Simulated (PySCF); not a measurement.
## Electronic structure of C$_{2}$H$_{11}$AlN$_{2}$Si$_{2}$ in real space

```xyz
18

C     3.3975    0.3618   -0.8299
C     2.3570    0.1482    0.1171
N     1.5485   -0.0179    0.9138
Al   -0.2740   -0.7390    1.2415
N    -1.2467   -0.0684   -0.1810
Si   -0.9851    1.0277   -1.4860
Si   -2.8418   -0.7479   -0.0275
H     3.7612   -0.6007   -1.1895
H     4.2172    0.9113   -0.3659
H     3.0019    0.9333   -1.6699
H     0.1440   -2.2402    1.0939
H    -0.6302   -0.1720    2.6415
H    -1.8971    2.1737   -1.4345
H    -1.1366    0.3540   -2.7828
H     0.4074    1.5131   -1.3810
H    -3.2087   -1.4625   -1.2554
H    -3.8377    0.3030    0.2056
H    -2.7858   -1.6712    1.1134
```

Geometry: GFN2-xTB.

All numbers below come from PBE0/pcSseg-1, SCF density, gas phase, non-relativistic (PySCF 2.14.0).

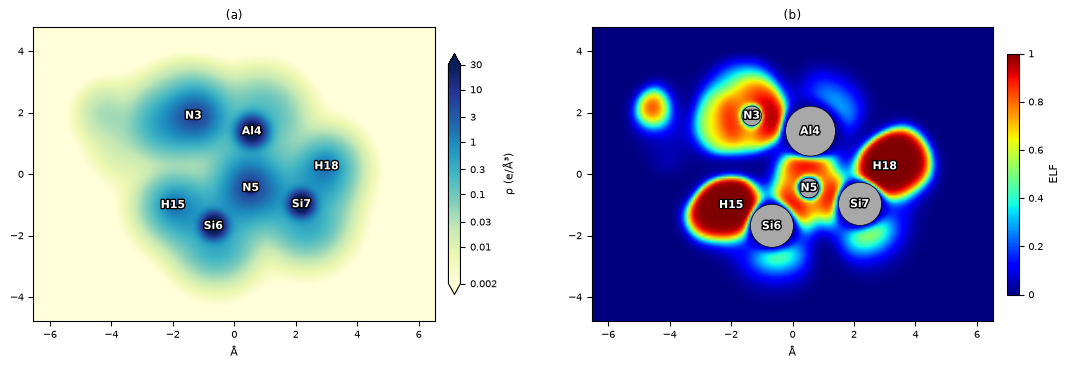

Figure 1. (a) electron density; (b) electron localisation function on the plane of atoms N5, Si6 and H15. Grey discs cover the atomic cores in the ELF map.

> Read the bonding off the picture.

The section cuts through N, Al, Si and H sites.
Si–N (1.72 Å): ρ is about 1.1 e/Å³ halfway; the ELF peaks at about 0.90 between the atoms (a shared but strongly polarised pair).
Al–N (1.85 Å): the density is about 0.7 e/Å³ at the midpoint; the ELF peaks at about 0.90 in the valence shell of N, 0.7 Å from its nucleus, and is about 0.65 at the midpoint.
Al–N (1.99 Å): ρ at the midpoint is about 0.45 e/Å³; the ELF peaks at about 0.95 in the valence shell of N, 0.7 Å from its nucleus, and is about 0.60 at the midpoint.
Si–H (1.48 Å): ρ at the midpoint is about 0.77 e/Å³; the ELF climbs to about 1 towards the hydrogen, as it does in any bond to H.

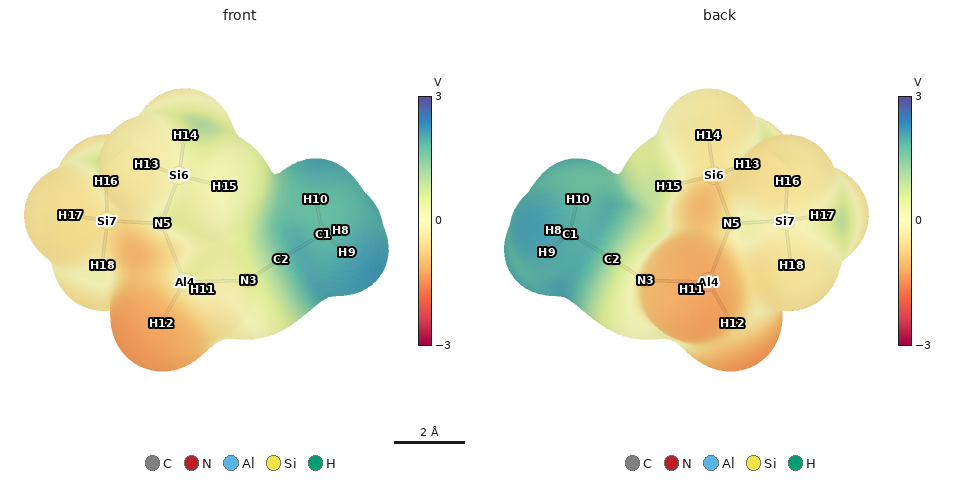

Figure 2. The molecular electrostatic potential painted on the density surface at 0.002 e/bohr³, seen from the front and from behind; the colour scale runs from red (negative) to blue (positive).

> Where is the surface potential most negative and most positive?

The most negative region (about −1.4 V, or −32 kcal/mol for a unit charge) lies over H12, the most positive (about +2.2 V, or +51 kcal/mol for a unit charge) over H9.

> How polar is the molecule by this calculation?

Its dipole moment is 7.84 D.
